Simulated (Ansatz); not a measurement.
# CCSD/def2-SVPD (core potential) run of WO3 (tungsten trioxide)

What is the energy change on altering one bond length of WO3 (tungsten trioxide) at CCSD/def2-SVPD (core potential)? 

The results are computed with Ansatz 0.2.0.

## 1. The molecule

WO3: 4 atoms, total charge 0, spin state singlet. SMILES: `[O]=[W](=[O])=[O]`. The shape is that of a PBE0-D4/def2-TZVP optimisation.

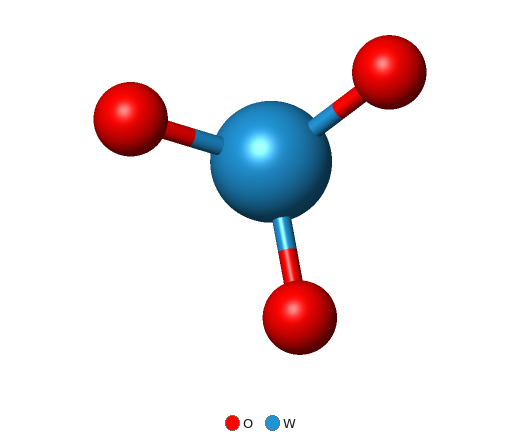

The structure, seen from a chosen angle (oxygen red, tungsten blue).

## 2. A single-point energy at CCSD/def2-SVPD (core potential)

Contents of molecule.yaml:

```yaml
crystal:
  periodic: [false, false, false]
  atoms:
    - {symbol: O, position_ang: [-0.237500, 0.265200, 1.555000]}
    - {symbol: W, position_ang: [-0.366400, -0.283700, -0.065200]}
    - {symbol: O, position_ang: [1.071700, -1.143300, -0.433900]}
    - {symbol: O, position_ang: [-0.412200, 1.101500, -1.076300]}
basis:
  gaussian:
    orbitals: def2-SVPD
correlation:
  method: ccsd
  frozen_orbitals: {O: 1, W: 0}
accuracy: high
scf:
  omitted_lower_state_checks: [cluster_reference, increment]
```

The run is started by

```sh
ansatz run molecule.yaml --threads 1 --pin off --max-ram 3480MiB --events-out events.jsonl --progress --plain --runs-dir runs
```

What it wrote, shortened:

```text
Warning: RAYON_NUM_THREADS=1 ignored (pool sized by the plan → 1); use --threads N
Functional definition: HF
  name "HF"
[...]
2057 factors; integrals over basis functions are off by at most 2.8e-9 eV
[...]
mean field -7912.73171664 eV, -290.7875271444 hartree, gradient 1.9e-8 eV, S^2 0.000000; 0 other end points of the search recorded, 0 dependent functions left out
3 core orbitals not correlated: weight in the atoms' cores, before any rotation towards them, 1.000 or more for the frozen orbitals, at most 0.000 for the correlated occupied ones
reference -7912.73171664 eV, -290.7875271444 hartree; 16, 16 occupied and 85, 85 virtual orbitals, 2057 factors
second order -27.82675688 eV of doubles, -0.00000000 eV of singles
cycle   1  -23.08861045 eV  change     4.7e0 eV  update   3.3e-1
[...]
cycle  27  -25.44554612 eV  change    3.5e-9 eV  update   1.9e-9
Total energy: -7938.17726277 eV, -291.7226337168 hartree
Checks for a lower state left out: cluster_reference, increment
```

It took 45 s on 1 thread of Arm Neoverse V1, shared host; peak memory 0.9 GiB.

## 3. The distorted shape at the same level

Contents of input.yaml:

```yaml
crystal:
  periodic: [false, false, false]
  atoms:
    - symbol: O
      position_ang: [-0.668958, 0.523097, 1.665617]
    - symbol: W
      position_ang: [-0.797858, -0.025803, 0.045417]
    - symbol: O
      position_ang: [1.071700, -1.143300, -0.433900]
    - symbol: O
      position_ang: [-0.843658, 1.359397, -0.965683]
basis:
  gaussian:
    orbitals: def2-SVPD
correlation:
  method: ccsd
  frozen_orbitals: {O: 1, W: 0}
accuracy: high
scf:
  omitted_lower_state_checks: [cluster_reference, increment]
```

The run is started by

```sh
ansatz run input.yaml --threads 1 --pin off --max-ram 3480MiB --events-out events.jsonl --progress --plain --runs-dir runs
```

What it wrote, shortened:

```text
Warning: RAYON_NUM_THREADS=1 ignored (pool sized by the plan → 1); use --threads N
[... 2 set-up lines as earlier in the session ...]
[...]
2063 factors; integrals over basis functions are off by at most 3.0e-9 eV
[...]
mean field -7908.96386667 eV, -290.6490612117 hartree, gradient 2.4e-8 eV, S^2 0.000000; 3 other end points of the search recorded, 0 dependent functions left out; unrestricted orbitals would lower it
3 core orbitals not correlated: weight in the atoms' cores, before any rotation towards them, 1.000 or more for the frozen orbitals, at most 0.000 for the correlated occupied ones
reference -7908.96386667 eV, -290.6490612117 hartree; 16, 16 occupied and 85, 85 virtual orbitals, 2063 factors
second order -29.00746579 eV of doubles, -0.00000000 eV of singles
cycle   1  -23.31457949 eV  change     5.7e0 eV  update   4.1e-1
[...]
cycle  47  -26.57491547 eV  change   -1.4e-9 eV  update  9.6e-10
Total energy: -7935.53878213 eV, -291.6256713419 hartree
Checks for a lower state left out: cluster_reference, increment
```

Run time: 81 s. Hardware: 1 thread of Arm Neoverse V1, shared host; peak memory 0.9 GiB.

## 4. Summary of results

Level: CCSD/def2-SVPD (core potential), 3 core orbitals frozen.

```
                                                         quantity          value
                                        first shape: total energy  -291.72263 Eh
         first shape: correlation energy (3 core orbitals frozen)     -935.1 mEh
                                       first shape: T1 diagnostic          0.030
                                    distorted shape: total energy  -291.62567 Eh
     distorted shape: correlation energy (3 core orbitals frozen)     -976.6 mEh
                                   distorted shape: T1 diagnostic          0.056
energy change with the W2–O3 bond stretched from 1.716 to 2.230 Å       2.638 eV
```

What this shows: With the W2–O3 bond stretched from 1.716 to 2.230 Å the energy rises by 2.64 eV (255 kJ/mol). The first shape isn't relaxed at this level, so the change isn't measured from a minimum. The T1 diagnostic (distorted shape) of 0.056 is above the customary mark for such species, so a single reference may not serve. The restricted solution (distorted shape) is unstable to spin breaking: an unrestricted one lies lower.
